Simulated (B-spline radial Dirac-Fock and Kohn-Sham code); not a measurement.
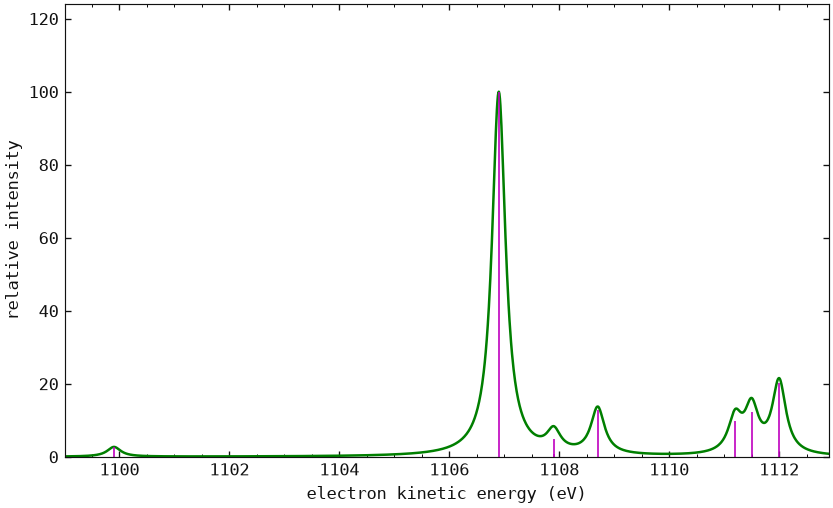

The Auger multiplet of an L3 hole with both final holes in M45, broadened by 0.30 eV full width. Kinetic energies count from the vacuum level; very weak lines are left out. Lines are named by their largest jj component, which in light atoms can differ from the customary names. Species: Ge³⁺, configuration [Ar] 3d10 4s1, inside a Watson sphere of charge −3 and radius 2.4 Å that stands in for a crystal. The calculation used Dirac–Fock ΔSCF energies in intermediate coupling of the two holes, Coulomb rates, valence shells as spectators (a radial B-spline solver).

Which line is strongest?

Answer. L3-M4M5 J=4 at 1.107 keV, 61 % of the multiplet.

How wide is the L3 level from this decay?

Answer. 0.345 eV from this multiplet.
